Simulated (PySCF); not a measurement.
## Electronic structure of C5H8FGa (SMILES C=C[CH2][Ga]([F])[CH]=C) in real space

| atom | x (Å) | y (Å) | z (Å) |
| --- | --- | --- | --- |
| C | -2.9734 | 0.4619 | -0.5869 |
| C | -2.0897 | -0.4929 | -0.8392 |
| C | -0.7384 | -0.2574 | -1.3975 |
| Ga | 0.6443 | -0.5921 | 0.1376 |
| F | 0.0413 | -1.7132 | 1.3678 |
| C | 2.5317 | 0.0245 | 0.6333 |
| C | 3.0757 | -0.4177 | 1.7557 |
| H | -3.9436 | 0.2422 | -0.1763 |
| H | -2.7646 | 1.4994 | -0.7980 |
| H | -2.3351 | -1.5266 | -0.6203 |
| H | -0.5089 | -0.9696 | -2.1960 |
| H | -0.6175 | 0.7607 | -1.7744 |
| H | 3.0647 | 0.7148 | -0.0128 |
| H | 4.0653 | -0.1252 | 2.0843 |
| H | 2.5438 | -1.1064 | 2.4007 |

Geometry: GFN2-xTB.

Method: PySCF, CAM-B3LYP/def2-SVPD, SCF density, gas phase.

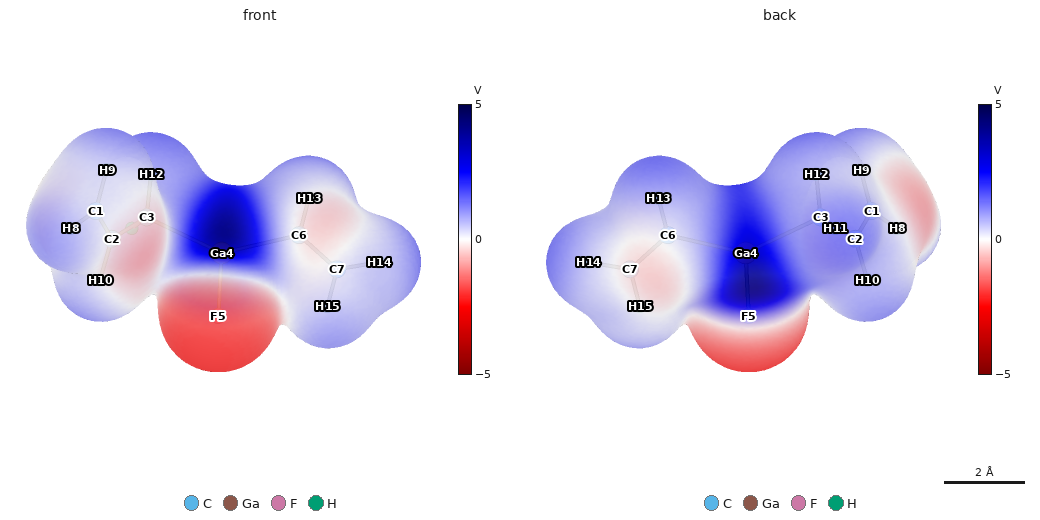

Figure 1. The molecular electrostatic potential painted on the density surface at 0.004 e/bohr³, seen from the front and from behind; red is negative and blue positive.

Which sites attract a positive test charge, and which a negative one?

A positive charge is drawn to the negative regions and a negative charge to the positive ones. The most negative region (about −1.9 V) lies over F5, the most positive (about +4.0 V) over Ga4.

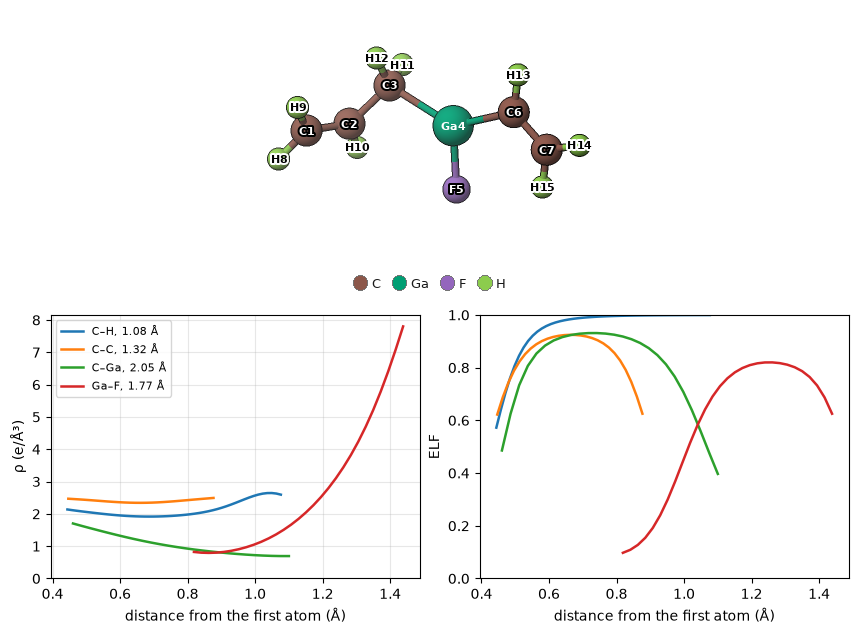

Figure 2. Total electron density and electron localisation function along straight lines between neighbouring atoms. The curves leave out the atomic cores. The structure is drawn too.

What can be read from the curves?

C–H (1.08 Å): ρ is about 2 e/Å³ halfway; the ELF climbs to about 1 towards the hydrogen, as it does in any bond to H (an ordinary covalent bond to hydrogen).
C–C (1.32 Å): ρ at the midpoint is about 2.3 e/Å³; the ELF peaks at about 0.90 between the atoms; a short, multiple covalent bond.
C–Ga (2.05 Å): ρ at the midpoint is about 0.71 e/Å³; the ELF peaks at about 0.95 in the valence shell of C, 0.7 Å from its nucleus, and is about 0.65 at the midpoint.
Ga–F (1.77 Å): ρ is about 0.8 e/Å³ halfway; the ELF peaks at about 0.80 in the valence shell of F, 0.5 Å from its nucleus, and is about 0.15 at the midpoint.
